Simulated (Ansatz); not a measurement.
# B₂S (singlet): wave-function methods side by side, cc-pVDZ

How much of the correlation energy of B₂S (singlet) does each wave-function method recover here?

The runs use Ansatz 0.2.0, Gaussian basis; cc-pVDZ, core rule «outside noble gas», up to 7 orbitals frozen.

Plan: UHF; CCSD(T) on RHF; CCSD(T) on UHF; BCCD(T) on RHF; CISD; CCSDT(Q) on RHF; CCSDT(Q) on UHF; CASSCF and MRCISD+Q, 10 electrons in 11 orbitals; CASSCF and NEVPT2, 10 electrons in 11 orbitals.

27 further runs of the same task are left out: 13 that didn't finish, 14 set aside as unsound or not needed.

**1. The system**

The geometry is a PBE0/def2-TZVP stationary point (not a proven minimum) of the parent state, kept for this charge and spin.

3 atoms, charge 0, spin multiplicity 1.

Atoms are counted from 1 here; the program's logs count them from 0.

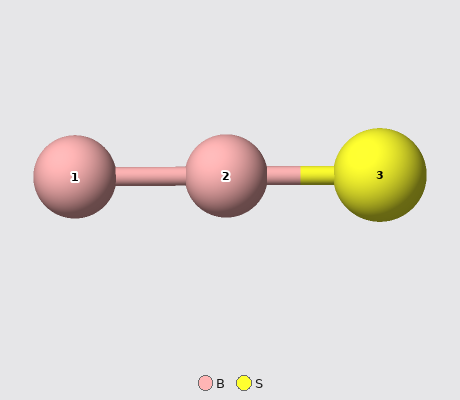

The geometry (boron pink, sulfur yellow); atoms are numbered from 1 in the order of the file.

**2. UHF**

File in.yaml:

```yaml
crystal:
  periodic: [false, false, false]
  atoms:
    - {symbol: B, position_ang: [0.000000, 0.000000, 1.601001]}
    - {symbol: B, position_ang: [0.000000, 0.000000, 0.008300]}
    - {symbol: S, position_ang: [0.000000, 0.000000, -1.609301]}
basis:
  gaussian: {orbitals: cc-pVDZ}
magnetization: {spin_polarized: true, initial_magnetization: 0}
hamiltonian: {xc: hf}
output: {orbitals: {seedname: orbitals}}
```

On the command line:

```bash
ansatz run in.yaml --threads 1 --pin off --events-out ev --progress --plain --max-ram 2393MiB
```

The runs that follow: CCSD(T) on RHF; CCSD(T) on UHF; BCCD(T) on RHF; CISD; CCSDT(Q) on RHF; CCSDT(Q) on UHF; CASSCF and MRCISD+Q, 10 electrons in 11 orbitals; CASSCF and NEVPT2, 10 electrons in 11 orbitals.

**Question.** What will the summary of the whole plan be? Wanted: RCCSDT(Q) below the RHF energy; RMP2 from RCCSDT(Q); UMP2 from RCCSDT(Q); RCCSD from RCCSDT(Q); RCCSD(T) from RCCSDT(Q); UCCSD(T) from RCCSDT(Q); UCCSDT(Q) from RCCSDT(Q); NEVPT2 valence from RCCSDT(Q); MRCISD+Q valence from RCCSDT(Q).

The runs gave:

| quantity | value |
| --- | --- |
| RCCSDT(Q) below the RHF energy | -8.3599 eV |
| RMP2 from RCCSDT(Q) | +144.1 kJ/mol |
| UMP2 from RCCSDT(Q) | +140.0 kJ/mol |
| RCCSD from RCCSDT(Q) | +44.8 kJ/mol |
| RCCSD(T) from RCCSDT(Q) | +7.2 kJ/mol |
| UCCSD(T) from RCCSDT(Q) | +8.5 kJ/mol |
| UCCSDT(Q) from RCCSDT(Q) | -0.4 kJ/mol |
| NEVPT2 valence from RCCSDT(Q) | +99.4 kJ/mol |
| MRCISD+Q valence from RCCSDT(Q) | +3.5 kJ/mol |
| levels within 1 kcal/mol (43 meV) | RCCSDT, UCCSDT, UCCSDT(Q), MRCISD+Q valence |
| T1 diagnostic | 0.027 |
| effectively unpaired electrons | 0.22 |

In words: RCCSD(T) lands +7.2 kJ/mol from the yardstick (0.9 % of the correlation energy). The occupations show some static correlation. Of the multireference levels listed MRCISD+Q valence comes nearest in total energy (+3.5 kJ/mol), which doesn't show that its space is the better one. These misses are within one basis, not against nature.
